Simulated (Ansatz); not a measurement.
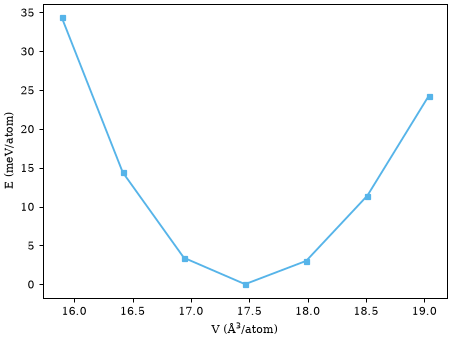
Figure. Al in space group Fd-3m (No. 227; Al on 8a, Al on 16d) under volume change, PBE (plane waves, PAW; program Ansatz), scaled uniformly.

Question: What does a third-order Birch–Murnaghan fit give for V₀, B₀ and B′?

Answer: V₀ = 17.46 Å³/atom, B₀ = 64.7 GPa, B′ = 4.9.

The start of the workflow was typed in or built on a structure type; neither database checked (COD, Materials Project) lists it. It is not the phase usual at ambient conditions (space group No. 225). Symmetry was held in the PBE relaxation; whether a distortion lowers the energy is not shown.

Potentials: the later of the program's two PAW sets.
